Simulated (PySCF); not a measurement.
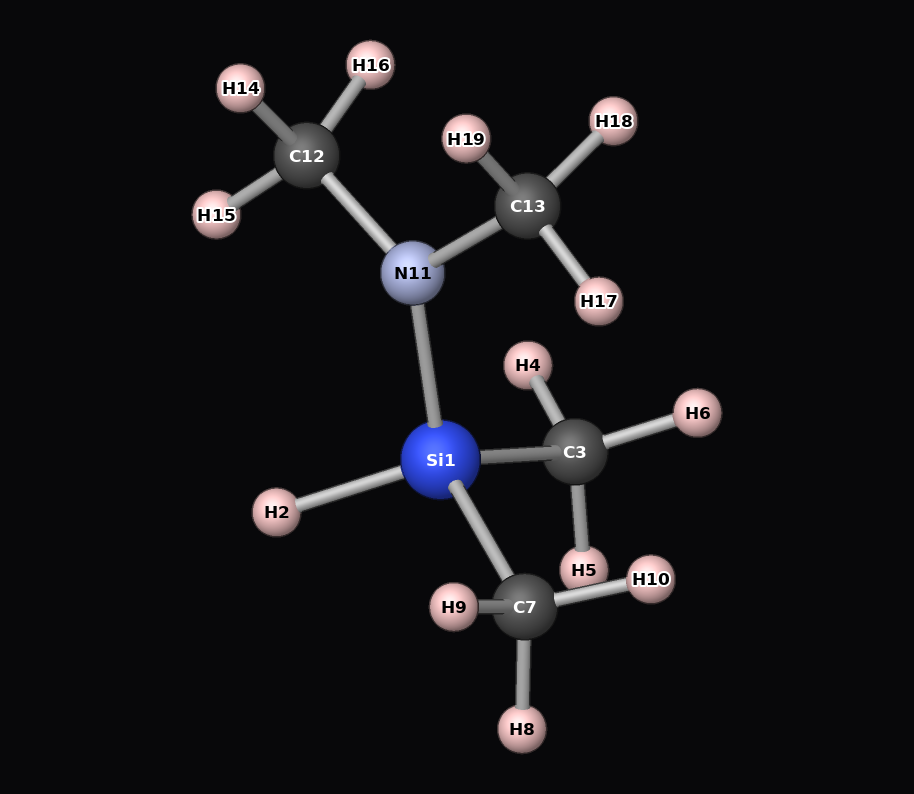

The questions are on isotropic NMR shieldings of the H atoms. The computed structure is the end point of a PBE0-D3(BJ)/def2-SVP optimisation. No frequency run is at hand to confirm it as a minimum. Level of theory: GIAO PBE0/pcSseg-1 NMR shielding, non-relativistic, gas phase (PySCF 2.14.0).

Which H atom is the most shielded (lowest chemical shift)?

H5 (31.55 ppm).

Which H atom is the least shielded (highest chemical shift)?

H2 (26.65 ppm).

How wide is the range of H shifts?

4.90 ppm.

Give the isotropic NMR shieldings of the H atoms atom by atom.

| atom | σ (ppm) |
| --- | --- |
| H2 | 26.65 |
| H4 | 31.10 |
| H5 | 31.55 |
| H6 | 31.36 |
| H8 | 31.25 |
| H9 | 31.06 |
| H10 | 30.94 |
| H14 | 28.87 |
| H15 | 28.46 |
| H16 | 28.88 |
| H17 | 28.66 |
| H18 | 29.05 |
| H19 | 29.07 |
